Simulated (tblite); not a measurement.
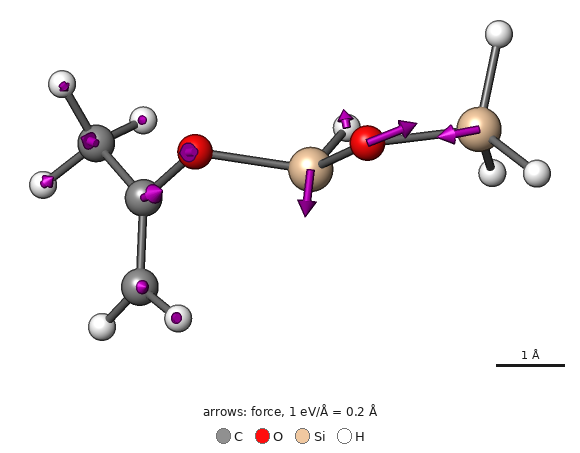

Starting geometry of C3H9O2Si2 (charge −1) with the computed forces as purple arrows. The picture is a ball-and-stick view, seen at a tilt.

All numbers below come from GFN2-xTB geometry optimisation, gas phase (tblite 0.8.0). 

What follows when this structure is relaxed?

Answer. It isn't relaxed: the largest force vector, on an O atom, is 4.11 eV/Å. The final displacements have little in common with the starting forces (cosine between the two patterns 0.07). The largest move after the best rigid fit is that of an H atom, 2.74 Å. By element the largest moves are H 2.74 Å, Si 1.47 Å, O 0.87 Å, C 0.62 Å. Some distances before and after: Si–Si 2.756 → 3.102 Å, O–Si 1.728 → 1.568 Å, C–O 1.398 → 1.307 Å, H–Si 1.454 → 1.508 Å. Bond angles that change, for instance: Si–O–Si 107.3° → 139.8°, O–Si–H 114.1° → 97.1°, O–Si–O 112.4° → 97.3°. Groups turn about C–O by about 75°, O–Si by about 60°, C–C by about 25°. After 228 geometry steps the energy has fallen by 1.893 eV. The run took 1.4 s on 1 thread of Arm Neoverse V2, with other jobs on the host.
